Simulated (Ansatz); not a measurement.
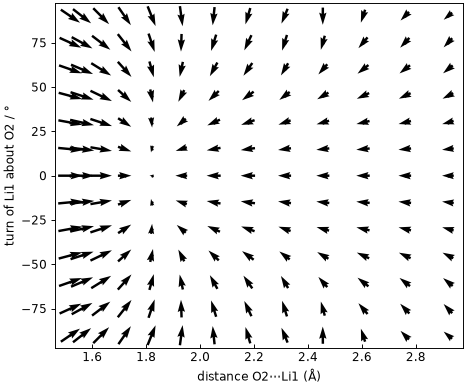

CLiOS, charge +1. The turn is about an axis along (−0.38, −0.92, 0.03) in the frame of the relaxed pair, normal to the line between the partners. The first coordinate is: distance O2···Li1; the second: turn of Li1 about O2. Grid: 13 × 13 points. All numbers below come from RKS B3LYP-D4/def2-TZVPD (Ansatz).

Drawn: dots at the grid points, arrows along the force (downhill), their lengths compressed.

The arrows alone are given. Where is the energy lowest?

Answer. The arrows converge at about distance O2···Li1 = 1.808 Å, turn of Li1 about O2 = 0° (read from the interpolated surface).

The energy map of the same scan:

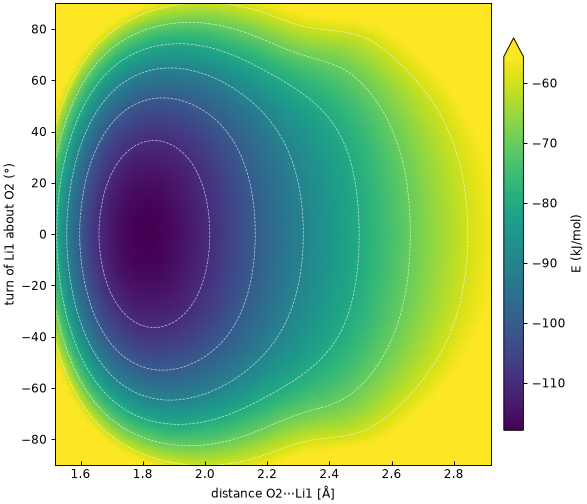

Energies are in kJ/mol, from the ion and the molecule far apart, frozen as in the relaxed pair, each in its own basis (no counterpoise correction); between grid points the surface is interpolated.
